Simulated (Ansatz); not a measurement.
# Direct or indirect: KTaO3 (Pm-3m)

```xyz
5
Lattice="3.9883 0.0000 0.0000 0.0000 3.9883 0.0000 0.0000 0.0000 3.9883" Properties=species:S:1:pos:R:3 pbc="T T T"
Ta    0.0000    0.0000    0.0000
K     1.9942    1.9942    1.9942
O     0.0000    0.0000    1.9942
O     0.0000    1.9942    0.0000
O     1.9942    0.0000    0.0000
```

Method: Ansatz, PBE, independent particles, without spin-orbit coupling, line width 0.1 eV (Gaussian). The band structure gives a fundamental gap of 2.22 eV. The spectrum of vertical transitions near the edge:

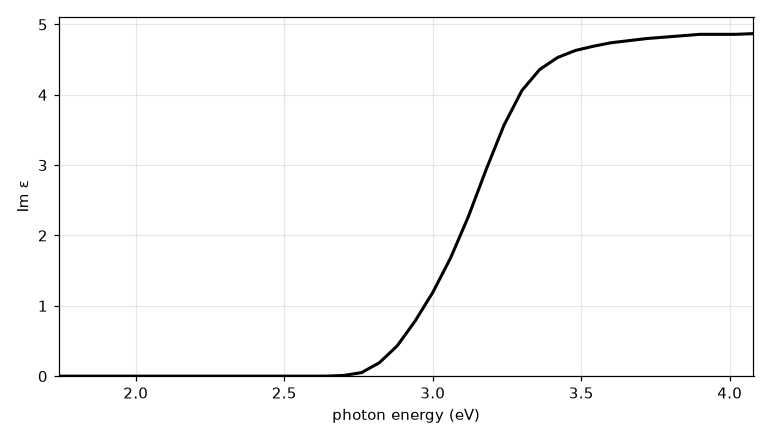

Q: Is the gap direct or indirect, and about where do vertical transitions set in?

A: Indirect, by the band path, whose least direct gap is 2.83 eV. The curves fit this: they stay near zero above 2.22 eV and rise only from about 2.8 eV, though a forbidden direct transition would look alike. Lines are broadened by 0.1 eV, which spreads the edge, and phonons, which would give weak absorption from the fundamental gap up, are left out.

[Logs are printed without paths, hosts, clocks, repeated set-up lines and the standing remarks that a program may print on its own settings, such as how far it seeks lower states.]
